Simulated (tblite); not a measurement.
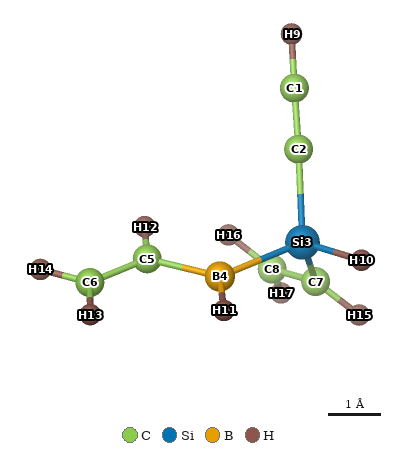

This is the input geometry for a relaxation of C6H9BSi. A ball-and-stick model, seen at a tilt.

Computed with GFN2-xTB geometry optimisation, gas phase (tblite 0.8.0).

```xyz
17

C    -1.8046    2.6715   -0.0058
C    -1.3489    1.6902   -0.5190
Si   -0.6267    0.1908   -1.2621
B     1.2339    0.0381   -0.7776
C     1.6605    0.0405    0.7468
C     2.9358   -0.0771    1.0976
C    -1.5784   -1.2969   -0.7258
C    -1.7461   -1.5788    0.5737
H    -2.2201    3.5393    0.4394
H    -0.7276    0.2999   -2.7247
H     2.0468   -0.0579   -1.6220
H     0.8962    0.1507    1.5057
H     3.7245   -0.1864    0.3714
H     3.2134   -0.0638    2.1489
H    -2.0052   -1.9445   -1.4763
H    -1.3502   -0.9399    1.3569
H    -2.3103   -2.4636    0.8630
```

**What does the optimiser find from here?**

H16 moves most after the best rigid fit: 1.46 Å. By element the largest moves are H 1.46 Å, C 0.76 Å, B 0.24 Å, Si 0.16 Å. Some distances before and after: Si3–C7 1.846 → 1.900 Å, C2–Si3 1.823 → 1.863 Å, B4–C5 1.583 → 1.546 Å, Si3–B4 1.929 → 1.963 Å. Bond angles that change, for instance: B4–Si3–H10 108.8° → 117.6°, C2–Si3–C7 109.9° → 105.3°, C2–Si3–H10 108.5° → 104.1°. Groups turn about Si3–C7 by about 50°, Si3–B4 by about 35°. The energy falls by 0.226 eV in 129 geometry steps.

Final geometry:

```xyz
17

C    -1.7621    2.4027    0.4305
C    -1.2954    1.5045   -0.2188
Si   -0.5173    0.1095   -1.1773
B     1.3791   -0.1462   -0.7379
C     1.9738    0.4042    0.5784
C     3.2105    0.1330    1.0043
C    -1.5199   -1.4365   -0.7155
C    -2.4276   -1.4940    0.2443
H    -2.1839    3.1885    0.9904
H    -0.8606    0.4065   -2.5900
H     2.1004   -0.7516   -1.4407
H     1.3633    1.0338    1.2195
H     3.8795   -0.4881    0.4285
H     3.6068    0.5060    1.9376
H    -1.3086   -2.3380   -1.2807
H    -2.6734   -0.6257    0.8341
H    -2.9717   -2.3966    0.4835
```

The end point in the same view:

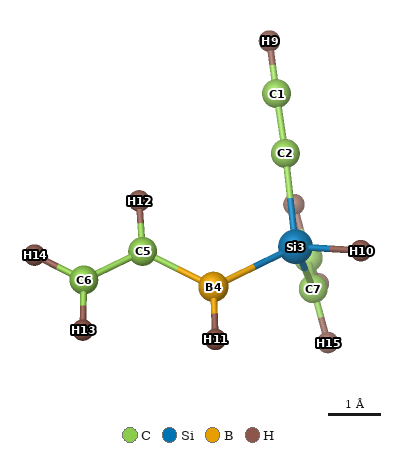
